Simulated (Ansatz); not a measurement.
**Sb: LAPW beside PAW**

Does the method matter for Sb? The same cell, functional and mesh are run with LAPW, all electrons, frozen-core PAW and all-electron PAW on datasets made for the crystal.

Program: Ansatz 0.2.0. Level of theory: DFT PBEsol, scalar-relativistic. These are calculated values, not measurements.

## 1. The structure to begin with

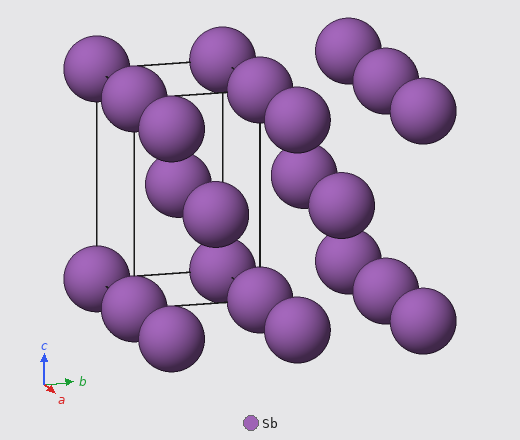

The starting structure, seen slightly off an axis (antimony purple). 2×2×1 cells are drawn. Atoms on the faces are drawn again on the opposite ones. The cell drawn here is the conventional one.

Structure file:

```cif
data_structure
_symmetry_space_group_name_H-M 'I4/mmm'
_symmetry_Int_Tables_number 139
_cell_length_a 3.0100
_cell_length_b 3.0100
_cell_length_c 4.9600
_cell_angle_alpha 90.000
_cell_angle_beta 90.000
_cell_angle_gamma 90.000
_cell_volume 44.94
loop_
_atom_site_label
_atom_site_type_symbol
_atom_site_symmetry_multiplicity
_atom_site_Wyckoff_symbol
_atom_site_fract_x
_atom_site_fract_y
_atom_site_fract_z
_atom_site_occupancy
Sb1 Sb 2 a 0.00000 0.00000 0.00000 1
```

The file gives the conventional cell by its symmetry; the runs use the cell typed in the input.

The geometry is a database entry used as it stands. It may stem from high pressure or temperature, or be incomplete, so it serves as a test cell.

## 2. LAPW, all electrons

input.yaml reads:

```yaml
crystal:
  lattice:
    - [-1.505, 1.505, 2.48]
    - [1.505, -1.505, 2.48]
    - [1.505, 1.505, -2.48]
  atoms:
    - { symbol: Sb, position: [0.0, 0.0, 0.0] }
kpoints:
  mp_grid: { grid: [19, 19, 19] }
  band_path:
    path:
      - [0.0, 0.0, 0.0]
      - [0.0, 0.0, 0.5]
      - [0.25, 0.25, 0.25]
      - [0.0, 0.5, 0.0]
      - [0.0, 0.0, 0.0]
      - [0.5, 0.5, -0.5]
      - [0.3420681988, 0.6579318012, -0.3420681988]
      - [-0.3420681988, 0.3420681988, 0.3420681988]
      - [0.0, 0.0, 0.0]
    npoints: 14
scf:
  occupations: { method: fermi_dirac, width: 0.05 }
hamiltonian:
  xc: pbesol
  pseudopotentials: { kind: all_electron, lapw: { basis_error: 0.00025 } }
output:
  forces: true
  stress: true
  eigenvalues: true
  populations: true
  dos: { projected: true, de: 0.2, e_range: [-14, 8] }
```

Started as:

```bash
ansatz run input.yaml --threads 1 --pin off --max-ram 3072MiB --backend cpu --events-out ev --progress --plain --runs-dir out
```

What it wrote:

```text
Sb: projections on atomic orbitals take those of the free atom 1s2 2s2 2p6 3s2 3p6 3d10 4s2 4p6 4d10 5s2 5p3, of charge +0.00 (hamiltonian.pseudopotentials.projection_atoms)
LAPW: plane waves up to 8.023 Å⁻¹, error target 2.5e-4 eV per atom; small_component_spin mean_spin; Sb in spheres of 1.505 Å, 23 of its electrons in bands, Dirac shells []
Engine: ansatz 0.2.0
Pseudopotentials: kind: all_electron
Pseudopotential: Sb, LAPW, valence charge 23, Koelling and Harmon's equation, gaussian nucleus
Functional definition: PBEsol
  exchange = pbesol_x
  correlation = pbesol_c
Crystal: 1 atoms, lattice volume = 22.469 Å³
Basis set: ecut = 245.22029281535467 eV, 195 PW (Γ), FFT grids on a1+a3, a2+a3, a3, exchange–correlation at level 2
Bands: 16, of which v1, the nominal top of the filled ones, is band 12 counted from 1 (11 counted from 0)
Symmetry: 16 space group operations
Space group: I4/mmm (ITA 139), of the structure as read, at distance tolerance 2.8e-5 Å
k-points: 550 of 6859
Non-local potential: Sb, projectors of the file, none
Initial density: superposition of atomic densities (chi_scale 0.1, normalization cell)
Initial wavefunctions: plane waves of lowest kinetic energy (no species holds an atomic orbital)
Functional: x = pbesol(κ = 0.804, μ = 0.12345679012345678), c = pbesol(β = 0.046)
iter 1 solved again at ethr=3.24e-5 eV; its pass at ethr=1.00e-1 eV (dr2=7.45e-3 eV) is discarded
SCF iter   1: F=—  HF=-176291.415184 eV  |F-HF|=—  |Δ(HF+E_count)|=         —  Δρ=7.21e-3  dr2=7.47e-3  ethr=3.24e-5  ⟨swp⟩=3.5  Hψ=63418  notcnv=0
preconditioner: auto → Kerker (q_TF=auto, 2.739 Å⁻¹)  [metal: Δε(μ)=0.012 eV  Ē_g=29.187 eV  σ=0.050 eV  W_gap=0.06  n_scr=10 (ndim 8)  ℏωp=30.3 eV  f_vac=0.000  D(μ)=0.49/eV (n_scr^D=0)]
SCF iter   2: F=—  HF=-176291.405734 eV  |F-HF|=—  |Δ(HF+E_count)|=   9.45e-3  Δρ=4.42e-3  dr2=3.22e-3  ethr=3.24e-5  ⟨swp⟩=2.0  Hψ=24584  notcnv=0
SCF iter   3: F=—  HF=-176291.404449 eV  |F-HF|=—  |Δ(HF+E_count)|=   1.29e-3  Δρ=2.02e-3  dr2=7.83e-4  ethr=1.40e-5  ⟨swp⟩=2.0  Hψ=24575  notcnv=0
SCF iter   4: F=—  HF=-176291.404329 eV  |F-HF|=—  |Δ(HF+E_count)|=   1.20e-4  Δρ=8.47e-4  dr2=1.57e-4  ethr=3.40e-6  ⟨swp⟩=2.0  Hψ=24573  notcnv=0
iter 5 solved again at ethr=1.37e-8 eV; its pass at ethr=6.81e-7 eV (dr2=3.14e-6 eV) is discarded
SCF iter   5: F=—  HF=-176291.404334 eV  |F-HF|=—  |Δ(HF+E_count)|=   5.43e-6  Δρ=1.22e-4  dr2=3.13e-6  ethr=1.37e-8  ⟨swp⟩=2.0  Hψ=41970  notcnv=0
SCF iter   6: F=—  HF=-176291.404334 eV  |F-HF|=—  |Δ(HF+E_count)|=   8.05e-8  Δρ=4.25e-5  dr2=4.27e-7  ethr=1.36e-8  ⟨swp⟩=2.0  Hψ=24567  notcnv=0
SCF iter   7: F=-176291.404334 eV  HF=-176291.404334 eV  |F-HF|=1.14e-9  |Δ(HF+E_count)|=   1.13e-8  Δρ=9.32e-6  dr2=2.69e-8  ethr=1.86e-9  ⟨swp⟩=2.0  Hψ=24567  notcnv=0
SCF 1 converged in 7 iterations: F = -176291.404334 eV  dr2 = 2.69e-8
NSCF: frozen V_eff on 113 k-points
SCF converged after 7 iterations
Free energy (F): -176291.404334 eV
Harris-Foulkes:  -176291.404334 eV  (|F-HF|=1.14e-9)
Internal energy: -176291.399979 eV  (E = F + TS)
E sigma→0 (E₀):  -176291.402157 eV
Entropy (-TS):   -0.004355 eV (-4.355 meV/atom)
Fermi energy:    18.292304 eV
--- Per-component energies (eV) ---
  E_band       = -775.678359
  E_kinetic    = 185782.135606
  E_xc         = -4568.154084
  E_electrostatic = -357505.381500  (all electrons and nuclei)
  E_smearing   = -0.004355  (= −TS)
  E_closure    = 0.000000  (closes the sum)
  E_atoms      = -176287.264445  (free atoms, spherical and without spin; not in F)
  Σ components = -176291.404334   (vs F -176291.404334, Δ=0.00e0)
  Basis errors (estimates in eV, not in F): energy 6.5e-5 per atom: plane waves 6.2e-5 (3.2e-5 summed), levels above the bands 1.7e-102, relativity 5.7e-9, radial functions 2.9e-6, core shells 1.3e-9; eigenvalues (radial functions only) 1.6e-4; not estimated: angular momenta, meshes, grids; target (lapw.basis_error) 2.5e-4; muffin-tin radii Sb 1.505 Å
--- Forces (eV/Å), atoms counted from 1 ---
  atom   1  Sb    -0.00000000     0.00000000     0.00000000
  max |Σ_I F_I| component: 3.94e-31 eV/Å
--- Stress (GPa, compression-positive) ---
       15.798399       0.000000       0.000000
        0.000000      15.798399       0.000000
        0.000000       0.000000      13.797175
  P = ⅓ Tr σ = 15.1313 GPa (151.313 kbar)
--- Band table (eV; the first three rows and the last of 550) ---
  k-point 0: bands = ["-126.0916", "-79.1297", "-79.1172", "-79.1172", "-11.2057", "-11.1053", "-11.0813", "-11.0813", "-10.9966", "3.7195", "24.7228", "24.9878", "24.9878", "28.6035", "29.1914", "30.2170"]
  k-point 1: bands = ["-126.0916", "-79.1297", "-79.1174", "-79.1173", "-11.1976", "-11.1024", "-11.0840", "-11.0792", "-10.9996", "3.8152", "24.3742", "24.3837", "24.6296", "27.8174", "29.7397", "29.9242"]
  k-point 2: bands = ["-126.0916", "-79.1297", "-79.1178", "-79.1177", "-11.1740", "-11.0942", "-11.0917", "-11.0731", "-11.0082", "4.1024", "23.1549", "23.5590", "23.7594", "26.6914", "29.7533", "31.4989"]
  k-point 549: bands = ["-126.0914", "-79.1324", "-79.1182", "-79.1180", "-11.2478", "-11.1443", "-10.9701", "-10.9678", "-10.9673", "9.0646", "11.5357", "19.5975", "20.2755", "24.3172", "25.0795", "39.7572"]
--- Löwdin populations: 1 site ---
  site symbol       q [e]
     0     Sb     50.9198
  spilling = 0.001573 (of n_electrons = 51.000000)
```

Wall time 55 s (1 thread of Arm Neoverse V2, shared host); peak memory 0.72 GiB.

Result: pressure 15.13 GPa; no gap.

Levels at the path's labelled points, in eV from the Fermi level:

| point | band 8 | band 9 | band 10 | band 11 | band 12 | band 13 | band 14 |
| --- | --- | --- | --- | --- | --- | --- | --- |
| Γ | -29.37 | -29.29 | -14.57 | 6.43 | 6.70 | 6.70 | 10.31 |
| X | -29.27 | -29.18 | -6.60 | -5.51 | -0.91 | 0.44 | 3.63 |
| P | -29.29 | -29.18 | -6.38 | -3.88 | -3.88 | -1.34 | 8.37 |
| N | -29.28 | -29.24 | -9.65 | -7.11 | 2.67 | 6.15 | 7.29 |
| Γ | -29.37 | -29.29 | -14.57 | 6.43 | 6.70 | 6.70 | 10.31 |
| M | -29.26 | -29.26 | -9.26 | -6.81 | 1.93 | 1.93 | 5.84 |
| S | -29.31 | -29.28 | -8.40 | -4.96 | -4.76 | 3.70 | 7.29 |
| S0 | -29.31 | -29.28 | -8.40 | -4.96 | -4.76 | 3.70 | 7.29 |
| Γ | -29.37 | -29.29 | -14.57 | 6.43 | 6.70 | 6.70 | 10.31 |

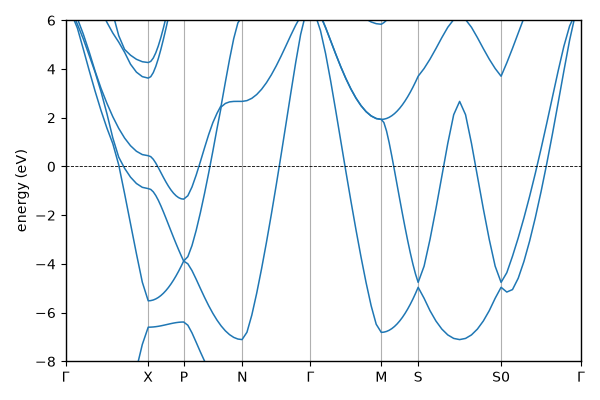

Bands along the path, counted from its Fermi level.

States per cell, counted by energy window (eV from the Fermi level, on a grid of 0.20 eV):

| from | to | total | Sb 5p | Sb 5s |
| --- | --- | --- | --- | --- |
| -10 | -9 | 0.44 | 0.11 | 0.33 |
| -9 | -8 | 0.37 | 0.08 | 0.29 |
| -8 | -7 | 0.18 | 0.03 | 0.14 |
| -7 | -6 | 0.18 | 0.13 | 0.06 |
| -6 | -5 | 0.35 | 0.31 | 0.03 |
| -5 | -4 | 0.55 | 0.46 | 0.08 |
| -4 | -3 | 0.42 | 0.33 | 0.08 |
| -3 | -2 | 0.47 | 0.38 | 0.08 |
| -2 | -1 | 0.50 | 0.41 | 0.06 |
| -1 | 0 | 0.54 | 0.46 | 0.05 |
| 0 | 1 | 0.64 | 0.56 | 0.04 |
| 1 | 2 | 0.62 | 0.54 | 0.03 |
| 2 | 3 | 0.60 | 0.53 | 0.02 |
| 3 | 4 | 0.43 | 0.37 | 0.02 |
| 4 | 5 | 0.43 | 0.29 | 0.01 |

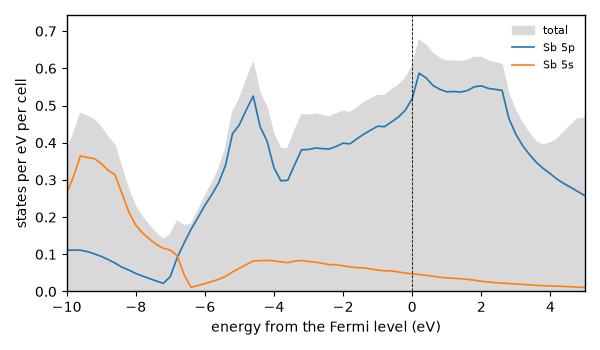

Density of states, total and projected.

## 3. Frozen-core PAW

Changes to input.yaml since step 2:

```diff
@@ -25,3 +25,3 @@
   xc: pbesol
-  pseudopotentials: { kind: all_electron, lapw: { basis_error: 0.00025 } }
+  pseudopotentials: { kind: paw }
 output:
@@ -30,3 +30,9 @@
   eigenvalues: true
+  efg: { contact_densities: true }
   populations: true
+  bader: true
   dos: { projected: true, de: 0.2, e_range: [-14, 8] }
+  write_density: true
+  write_potential: true
+  elf: true
+  volumetric_format: npy
```

Started as:

```bash
ansatz run input.yaml --threads 1 --pin off --max-ram 3072MiB --backend cpu --events-out ev --progress --plain --runs-dir out
```

What it wrote (excerpt; [...] marks lines left out):

```text
Sb: output.efg is read without spin–orbit coupling, which moves field gradients at and beside such atoms by some per cent and up to a factor of two; PAW files take it under magnetization.noncollinear and magnetization.spin_orbit
[...]
Pseudopotentials: kind: paw
Pseudopotential: Sb, paw, valence charge 15, recommended cutoff 420 eV (normal)
[... 1 set-up line as earlier in the session ...]
[...]
Crystal: 1 atoms, lattice volume = 22.469 Å³
Basis set: ecut = 420 eV, 413 PW (Γ), exchange–correlation on 48×48×48 points (8 copies of the dense FFT grid, shifted against one another)
Bands: 12, of which v1, the nominal top of the filled ones, is band 8 counted from 1 (7 counted from 0)
[... 2 set-up lines as earlier in the session ...]
k-points: 550 of 6859
[...]
  atom   1  Sb     0.00000000     0.00000000     0.00000000
[...]
--- Stress (GPa, compression-positive) ---
       15.781807       0.000000      -0.000000
        0.000000      15.781807      -0.000000
        0.000000      -0.000000      13.786205
  P = ⅓ Tr σ = 15.1166 GPa (151.166 kbar)
--- PAW observables at the nuclei: V_zz in 10²¹ V/m², potentials from the cell's mean, atoms counted from 1 ---
  atom   1  Sb V_zz =    +3.791948   η = 0.0000   by run symmetry: allowed
            electrostatic potential = -8415.281829 V   contact ρ = 1348211.502348 e/Å³
--- Band table (eV; the first three rows and the last of 550) ---
  k-point 0: bands = ["-14.7441", "-14.6454", "-14.6210", "-14.6210", "-14.5351", "0.1726", "21.1811", "21.4476", "21.4476", "25.0668", "25.6263", "26.6531"]
[...]
--- Löwdin populations: 1 site ---
  site symbol       q [e]
     0     Sb     14.9192
  spilling = 0.005386 (of n_electrons = 15.000000)
--- Bader charges: 1 site ---
  site symbol  charge [e]  shift [e]
     0     Sb      0.0000     0.0000
  estimated error of the sums over rays = 4.5e-7 e
```

Wall time 17 s (1 thread of Arm Neoverse V2, shared host); peak memory 0.46 GiB.

This run gives: pressure 15.12 GPa; no gap; Vzz Sb 3.79 (η = 0.00) (10²¹ V/m²).

The fields are shown in the conventional cell of this run's space group, carried over from its grid by interpolation.

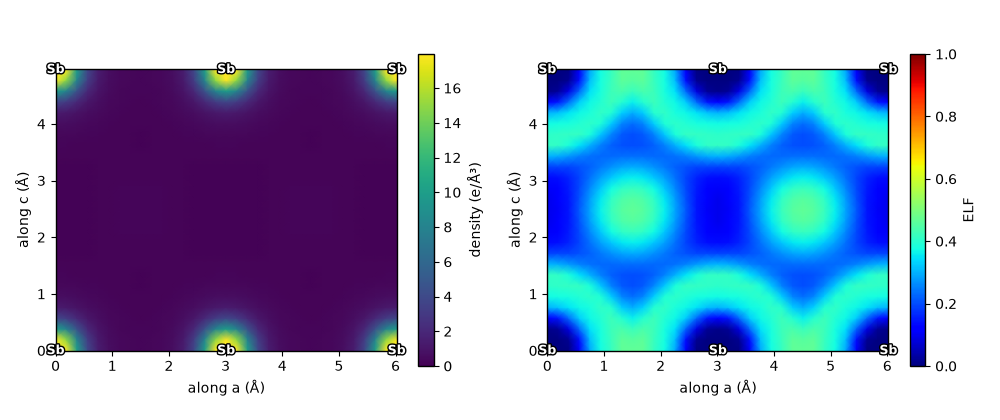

Density (left) and ELF (right) in a lattice plane of the grid's cell (edges 3.01 and 4.96 Å, at 0.000 of the third edge), which holds Sb. Only atoms in the plane are labelled; the density scale stops at 17.96 e/Å³. Both are smooth fields of the valence electrons: close to the nuclei they are not physical.

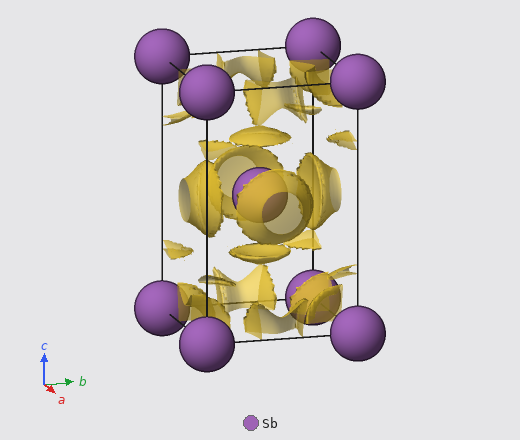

Surface of ELF = 0.41, drawn in one cell.

Outside the cores ELF peaks at 0.47 on the Sb–Sb line, 1.3 Å from Sb.

## 4. All-electron PAW on datasets made for the crystal

Changes to input.yaml since step 3:

```diff
@@ -20,3 +20,3 @@
       - [0.0, 0.0, 0.0]
-    npoints: 14
+    npoints: 8
 scf:
@@ -25,3 +25,3 @@
   xc: pbesol
-  pseudopotentials: { kind: paw }
+  pseudopotentials: { kind: all_electron, datasets: crystal }
 output:
@@ -31,8 +31 @@
   efg: { contact_densities: true }
-  populations: true
-  bader: true
-  dos: { projected: true, de: 0.2, e_range: [-14, 8] }
-  write_density: true
-  write_potential: true
-  elf: true
-  volumetric_format: npy
```

Started as:

```bash
ansatz run input.yaml --threads 1 --pin off --max-ram 3072MiB --backend cpu --events-out ev --progress --plain --runs-dir out
```

What it wrote (excerpt; [...] marks lines left out):

```text
[...]
Sb: output.efg is read without spin–orbit coupling, which moves field gradients at and beside such atoms by some per cent and up to a factor of two; PAW files take it under magnetization.noncollinear and magnetization.spin_orbit
[...]
[... 1 set-up line as earlier in the session ...]
Pseudopotential: Sb, paw, valence charge 15, recommended cutoff 180 eV (normal), Koelling and Harmon's equation, gaussian nucleus
[... 1 set-up line as earlier in the session ...]
[...]
Crystal: 1 atoms, lattice volume = 22.469 Å³
Basis set: ecut = 180 eV, 129 PW (Γ), exchange–correlation on 30×30×30 points (8 copies of the dense FFT grid, shifted against one another)
Bands: 7, of which v1, the nominal top of the filled ones, is band 3 counted from 1 (2 counted from 0)
[... 2 set-up lines as earlier in the session ...]
k-points: 550 of 6859
[...]
Fermi energy:    18.292294 eV
[...]
  The terms above E_closure are by the made datasets' own strengths, without shells solved beside the bands.
--- Forces (eV/Å), atoms counted from 1 ---
  atom   1  Sb    -0.00000000    -0.00000000     0.00000000
[...]
--- Stress (GPa, compression-positive) ---
       15.797958       0.000000      -0.000000
        0.000000      15.797958       0.000000
        0.000000      -0.000000      13.798352
  P = ⅓ Tr σ = 15.1314 GPa (151.314 kbar)
  It holds what live shells' own plane waves past their cutoff add
--- PAW observables at the nuclei: V_zz in 10²¹ V/m², potentials from the cell's mean, atoms counted from 1 ---
  atom   1  Sb V_zz =    +3.917196   η = 0.0000   by run symmetry: allowed
            electrostatic potential = -8413.277104 V   contact ρ = 1348083.044997 e/Å³
--- Band table (eV; the first three rows and the last of 550) ---
  k-point 0: bands = ["3.7195", "24.7229", "24.9877", "24.9877", "28.6034"]
[...]
```

Run time: 15 s. Hardware: 1 thread of Arm Neoverse V2, shared host; peak memory 0.43 GiB.

Read from it: pressure 15.13 GPa; no gap; Vzz Sb 3.92 (η = 0.00) (10²¹ V/m²).

| atom | contact density (e/Å³) |
| --- | --- |
| Sb | 1348083 |

## 5. The methods compared

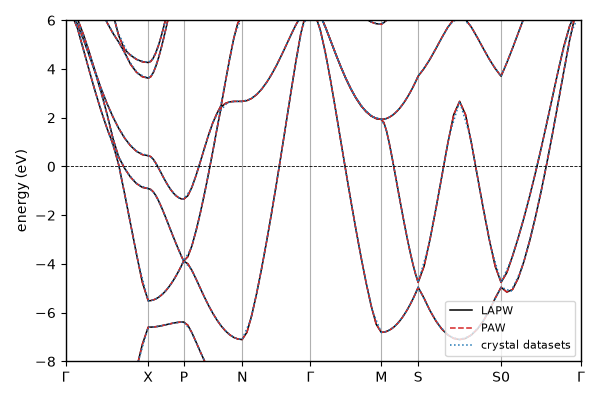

Bands of 3 runs (LAPW; PAW; crystal datasets) drawn together, counted from each run's Fermi level.

```
          method  pressure (GPa)  Vzz Sb (10²¹ V/m²)  SCF cycles, all passes
            LAPW           15.13                   –                       7
             PAW           15.12                3.79                       7
crystal datasets           15.13                3.92                       6
```

## 6. What came out

| quantity | value |
| --- | --- |
| pressure | LAPW 15.13, PAW 15.12, crystal datasets 15.13 GPa |
| gap (LAPW) | none |
| highest ELF (PAW) | 0.47, 1.32 Å from Sb |

The pressure of 15.1 GPa pushes the cell to expand, with the atoms held in place. With 23 electrons in the bands of a cell, and no spin, a band must be partly filled: it is a metal at this level. Within 0.3 eV of the Fermi level the largest projected share is Sb 5p (91 %). The projection holds only the free atom's occupied shells (Sb 5s, Sb 5p in this range). The field gradient at Sb, the largest by crystal datasets, is 3.79 by PAW and 3.92 by crystal datasets (10²¹ V/m²), within 5 %. No spin–orbit coupling: at heavy atoms the gradients can be off by tens of per cent for that reason. In pressure, PAW differs from LAPW by -0.01 GPa. The price, with the outputs that each input asks for: 55 s for LAPW against 17 s for PAW, about 3 to one. Spin-orbit coupling is left out, though the cell holds Sb; in elements this heavy it can shift bands and gaps by tenths of an eV.
